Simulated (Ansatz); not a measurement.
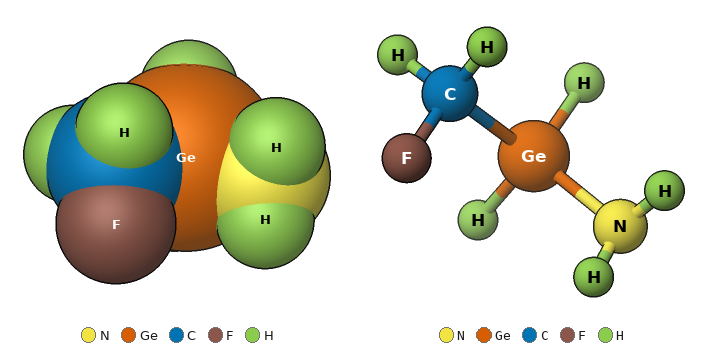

Both panels show the same species.

Computed geometry: PBE0-D4/def2-TZVP optimisation.

What is the molecular formula?

CH6FGeN, 10 atoms: 1 carbon, 6 hydrogen, 1 fluorine, 1 germanium and 1 nitrogen.

Which point group does it belong to?

C1.

Name some functional groups or characteristic bonds that it holds.

Among them: C–F bond.

Count the bonded pairs by element.

2 N–H, 2 Ge–H, 2 C–H, 1 Ge–N, 1 C–Ge, 1 C–F.

More results for the same structure follow; atom numbers are the same in all pictures, views and colours differ.

Shape

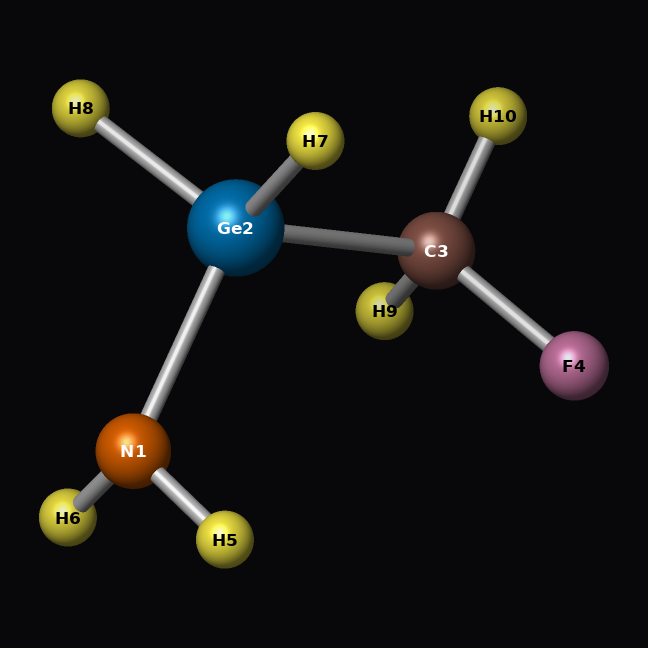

The atoms are numbered.

What is the geometry at N1?

N1 has 3 neighbours (Ge2 at 1.84, H5 at 1.01, H6 at 1.01 Å); the arrangement is trigonal pyramidal.

Describe the coordination of atom 3.

C3 has 4 neighbours (Ge2 at 1.98, F4 at 1.39, H9 at 1.09, H10 at 1.09 Å); the arrangement is tetrahedral.

How are the neighbours of atom 2 arranged?

Ge2 has 4 neighbours (N1 at 1.84, C3 at 1.98, H7 at 1.54, H8 at 1.54 Å); the arrangement is tetrahedral.

What is the dihedral angle N1–Ge2–C3–F4?

58° in size, that is gauche.

Vibrations

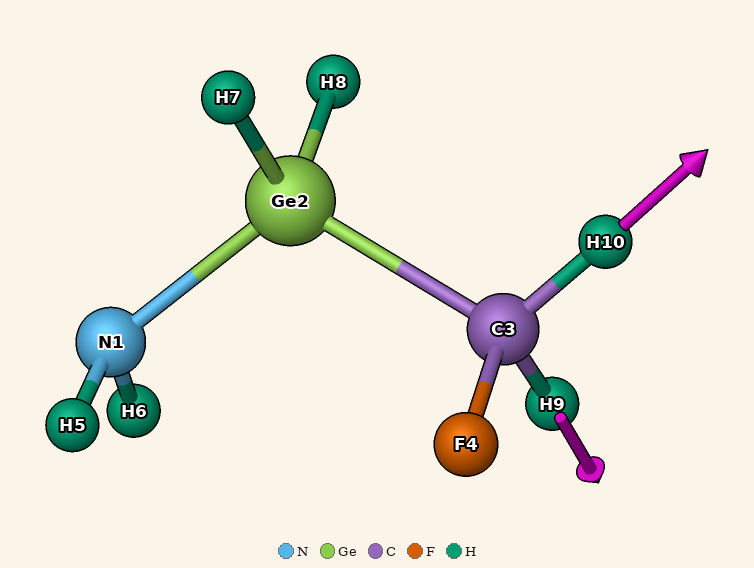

The arrows show one normal mode. Harmonic vibrations computed with RKS PBE0-D4/def2-TZVP (Ansatz 0.2.0) at a stationary point of the same level.

What kind of motion is it?

Mostly in-phase stretching of 2 C–H bonds.

At what wavenumber does it lie?

3045 cm⁻¹; it is mode 21 of 24 counted from the lowest.

Levels of theory compared

Program: Ansatz 0.2.0.

At this fixed geometry, give HOMO energy (eV), dipole (D), HOMO–LUMO gap (eV) at these levels: B3LYP-D4/def2-TZVPP; PBE-D4/def2-TZVPP; r2SCAN-D4/def2-TZVPP; ωB97M-V/def2-TZVPP.

```json
{"level": "B3LYP-D4/def2-TZVPP", "HOMO energy (eV)": "−7.01", "dipole (D)": "1.39", "HOMO–LUMO gap (eV)": "7.18"}
{"level": "PBE-D4/def2-TZVPP", "HOMO energy (eV)": "−5.81", "dipole (D)": "1.29", "HOMO–LUMO gap (eV)": "5.44"}
{"level": "r2SCAN-D4/def2-TZVPP", "HOMO energy (eV)": "−6.12", "dipole (D)": "1.35", "HOMO–LUMO gap (eV)": "6.22"}
{"level": "ωB97M-V/def2-TZVPP", "HOMO energy (eV)": "−9.56", "dipole (D)": "1.39", "HOMO–LUMO gap (eV)": "11.61"}
```

Charges

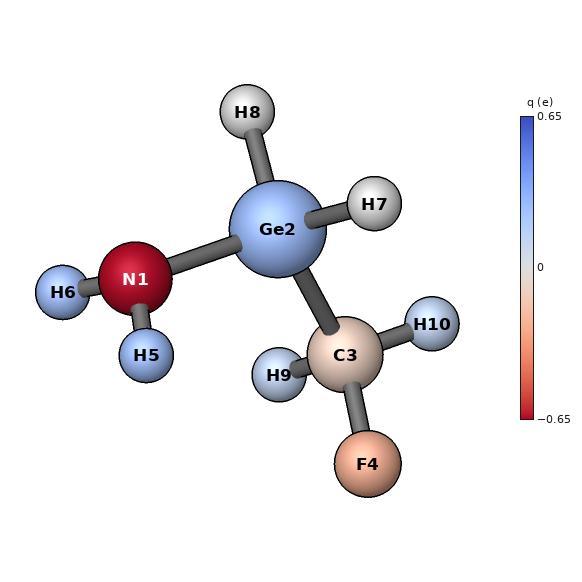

Atoms are coloured by their Mulliken charges. Method: RKS PBE0-D4/def2-TZVP (Ansatz 0.2.0).

Give the Mulliken charges atom by atom.

```csv
atom,value (e)
N1,−0.64
Ge2,0.26
C3,−0.09
F4,−0.23
H5,0.24
H6,0.23
H7,0.00
H8,0.00
H9,0.11
H10,0.12
```

Mulliken values depend strongly on the basis set and can even reverse the polarity of a bond.
